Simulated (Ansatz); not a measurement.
BFH₂···HCl···HF

Input file:

```
crystal:
  periodic: [false, false, false]
  atoms:
    - {symbol: B, position_ang: [-0.656298, -1.096686, 0.083202]}
    - {symbol: Cl, position_ang: [1.819580, -0.370260, -0.435861]}
    - {symbol: H, position_ang: [-0.623916, -2.007157, -0.685491]}
    - {symbol: H, position_ang: [-0.416416, -1.170068, 1.249357]}
    - {symbol: H, position_ang: [-0.538455, 1.595117, 0.051231]}
    - {symbol: F, position_ang: [-1.249090, 0.040409, -0.344620]}
    - {symbol: H, position_ang: [1.480280, 0.843952, -0.131536]}
    - {symbol: F, position_ang: [0.184314, 2.164594, 0.213818]}
basis:
  gaussian: {orbitals: def2-TZVPP}
hamiltonian: {xc: pbe0, dispersion: d4}
output: {orbitals: {seedname: orbitals}}
```

Command:

```sh
ansatz run in.yaml --threads 4 --pin off --events-out ev --progress --plain --max-ram 9574MiB
```

The product side of a reaction path; geometry: PBE0-D4/def2-TZVP.

Computed with Ansatz 0.2.0, RKS PBE0-D4/def2-TZVPP.

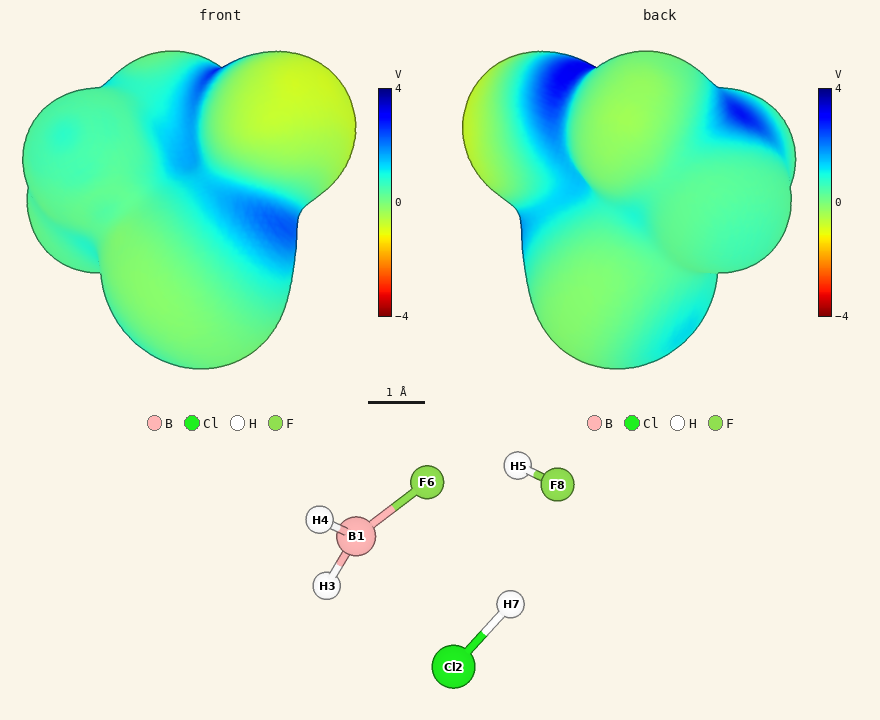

Figure 1. The electrostatic potential painted on the density surface at 0.004 e/bohr³, seen from the front and from behind; the colour scale runs from red (negative) to blue (positive). The bare structure is drawn below in the same view.

Q: Describe the electrostatic potential map.

A: The most negative region (about −0.8 V) lies over F8, the most positive (about +3.0 V) over H5. Cl2 shows a σ-hole: about +1.2 V at the tip opposite its bond, against about +0.1 V on its flanks.

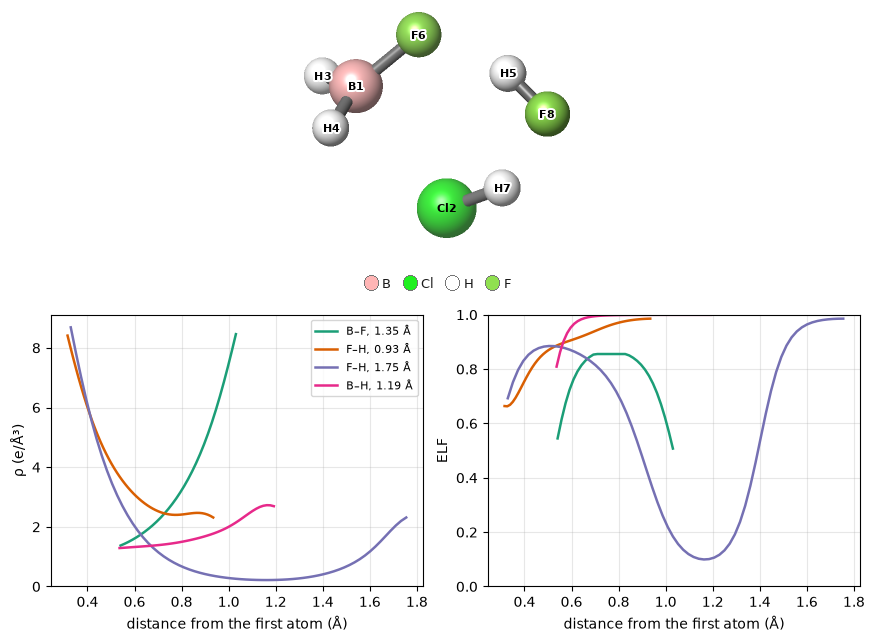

Figure 2. Total electron density and electron localisation function along straight lines between neighbouring atoms. The curves leave out the atomic cores. The structure is drawn too.

Q: Compare the contacts.

A: B–F (1.35 Å): the density is about 2 e/Å³ at the midpoint; the ELF peaks at about 0.85 between the atoms, as expected for a shared but strongly polarised pair.
F–H (0.93 Å): ρ at the midpoint is about 4.6 e/Å³; the ELF climbs to about 1 towards the hydrogen, as it does in any bond to H; a covalent bond by its length.
F6···H5 (1.75 Å): the density falls to about 0.22 e/Å³ on the way; the ELF dips to about 0.10 between them (by its geometry a hydrogen bond between the two molecules, with no shared pair).
B–H (1.19 Å): ρ is about 1.3 e/Å³ halfway; the ELF climbs to about 1 towards the hydrogen (a covalent bond by its length).

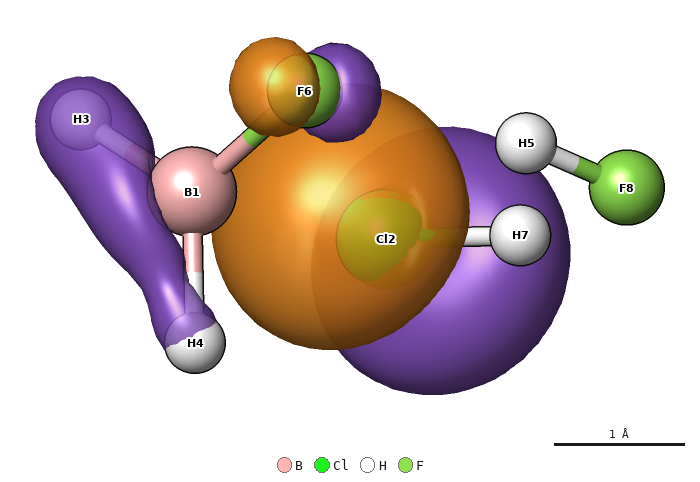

Figure 3. The HOMO−1 at ±0.15 Å⁻³ᐟ² (orange and purple are the two phases), seen from one side.

Q: What is the character of this orbital?

A: By Hirshfeld shares it lies mainly on Cl2 (about 80 %) and B1 (about 5 %); largely a lone pair of Cl2. Its energy is −9.92 eV.
